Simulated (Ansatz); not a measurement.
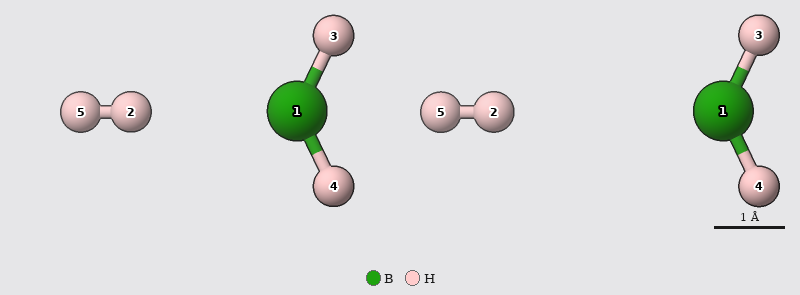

Two geometries of BH$_{4}$ (multiplicity 2), drawn at one scale. One is the start of a relaxation, the other its converged end. A ball-and-stick model, seen face on.

These are results of Ansatz, UKS B3LYP/def2-SVP, not measurements. Set-up: collinear spin; force threshold 0.03 eV/Å; at most 50 steps.

Q: Which one is relaxed?

A: The right one is the relaxed one. The run prepares an end point of a later path (reaction) calculation, from a guessed geometry. The atom that moves furthest after the best rigid fit is H5 (0.58 Å). By element the largest moves are H 0.58 Å, B 0.38 Å. Some distances before and after: H2–H5 0.722 → 0.762 Å. Over 5 geometry steps the energy falls by 2.16 kcal/mol. The largest force component goes from 1.9 to 0.0064 eV/Å. The run took 4.4 s on 1 thread of Arm Neoverse V1 (shared host), peak memory 0.091 GiB.

Limits of the set-up: the start holds two separate molecules, 2.4 Å apart at their closest, whose relative position is a soft coordinate and is computed without a dispersion correction.
